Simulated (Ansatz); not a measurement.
CH2Ge2

Input

```
crystal:
  periodic: [false, false, false]
  atoms:
    - {symbol: C, position_ang: [0.109410, 0.088115, -1.142878]}
    - {symbol: Ge, position_ang: [0.016989, -0.800399, 0.541999]}
    - {symbol: Ge, position_ang: [-0.797158, -1.401956, -1.782802]}
    - {symbol: H, position_ang: [0.518494, 1.035510, -1.507726]}
    - {symbol: H, position_ang: [0.739716, 0.192580, 1.514347]}
basis:
  gaussian: {orbitals: def2-TZVPD}
hamiltonian: {xc: {name: PBE0}}
output: {forces: true, orbitals: {seedname: orbitals}}
```

Launched as:

```sh
ansatz run input.yaml --threads 2 --pin off --max-ram 4350MiB --events-out events.jsonl --progress --plain --runs-dir runs
```

Geometry: B3LYP-D3(BJ)/def2-SVP.

The calculation used isolated molecule in a Gaussian basis; Kohn-Sham density functional theory, functional PBE0 in Ansatz 0.2.0.

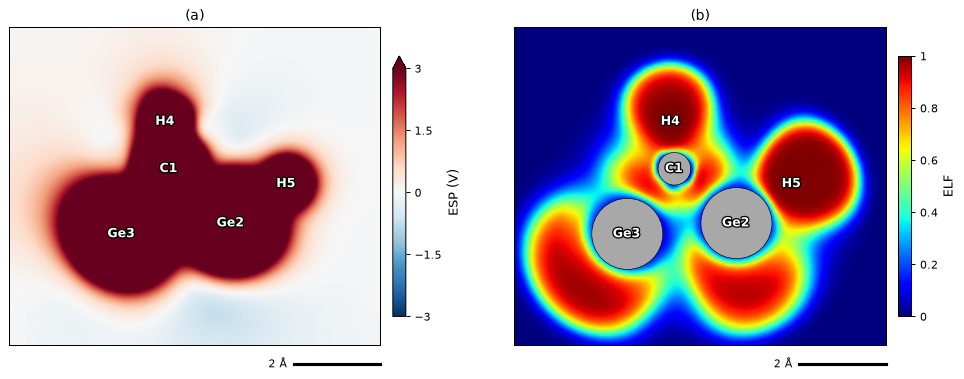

Figure 1. (a) molecular electrostatic potential; (b) ELF on the molecular plane. Grey discs cover the atomic cores in the ELF map.

Read the bonding off the picture.

Atoms in the plane: C, Ge and H.
C–Ge (1.86 Å): the ELF peaks at about 0.85 in the valence shell of C, 0.7 Å from its nucleus, and is about 0.50 at the midpoint.
Ge–Ge (2.54 Å): the ELF is about 0.30 at the midpoint.
C–H (1.09 Å): the ELF climbs to about 1 towards the hydrogen, as it does in any bond to H; an ordinary covalent bond to hydrogen.
C–Ge (1.91 Å): the ELF peaks at about 0.85 in the valence shell of C, 0.7 Å from its nucleus, and is about 0.55 at the midpoint.
Ge–H (1.57 Å): the ELF climbs to about 1 towards the hydrogen.
Outside the dense part of the molecule the potential is most negative (−0.7 V) near Ge3.

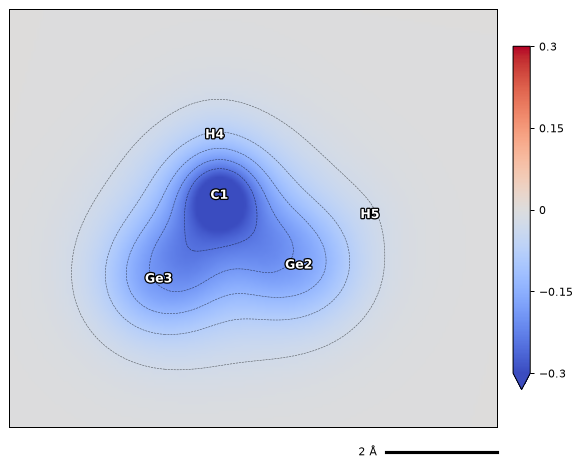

Figure 2. The HOMO−1 on a plane 0.8 Å above the molecular plane (values in Å⁻³ᐟ²; the overall sign is arbitrary).

What is the character of this orbital?

By Hirshfeld shares it lies mainly on C1 (about 40 %), Ge3 (about 30 %) and Ge2 (about 25 %); it changes sign across the molecular plane (π type); π-bonding across C1–Ge2, C1–Ge3 and Ge2–Ge3. Its energy is −7.29 eV.

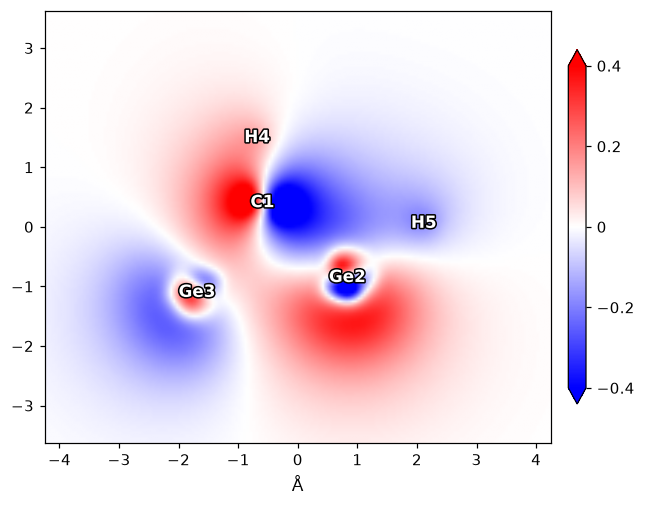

Figure 3. One frontier orbital on the molecular plane (values in Å⁻³ᐟ²; the overall sign is arbitrary).

Which orbital is it: HOMO or LUMO?

The HOMO, at −6.40 eV. Its weight (Hirshfeld) is mainly on Ge2 (about 45 %), C1 (about 25 %) and Ge3 (about 25 %); it is symmetric in the molecular plane (an in-plane orbital: σ, lone-pair or in-plane π type).
